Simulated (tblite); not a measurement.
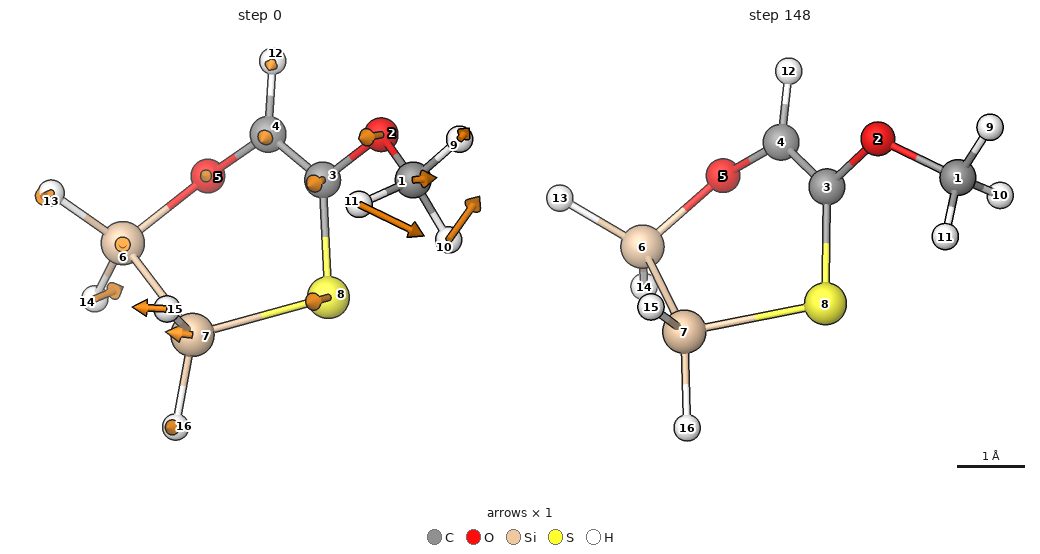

The structure of C3H8O2SSi2 before (left) and after (right) a relaxation, at one scale. The orange arrows give the displacements, at their true length.

A ball-and-stick model, seen at a tilt.

All numbers below come from tblite 0.8.0, GFN2-xTB geometry optimisation, gas phase. 

> What changed between the two?

The atom that moves furthest after the best rigid fit is H11 (1.13 Å). Largest moves by element: H 1.13 Å, S 0.72 Å, O 0.64 Å, C 0.53 Å, Si 0.44 Å. Near-neighbour distances that change, for instance: O5–Si6 1.759 → 1.630 Å, Si6–Si7 2.240 → 2.304 Å, C4–H12 1.112 → 1.083 Å, Si6–H14 1.484 → 1.458 Å. Bond angles that change, for instance: Si7–Si6–H14 105.6° → 118.4°, S8–Si7–H16 112.3° → 99.7°, Si6–Si7–H15 107.1° → 118.0°. Groups turn about O2–C3 by about 60°. Over 148 geometry steps the energy falls by 68.1 kJ/mol. The run took 2.4 s on 1 thread of Arm Neoverse N1 (shared host).
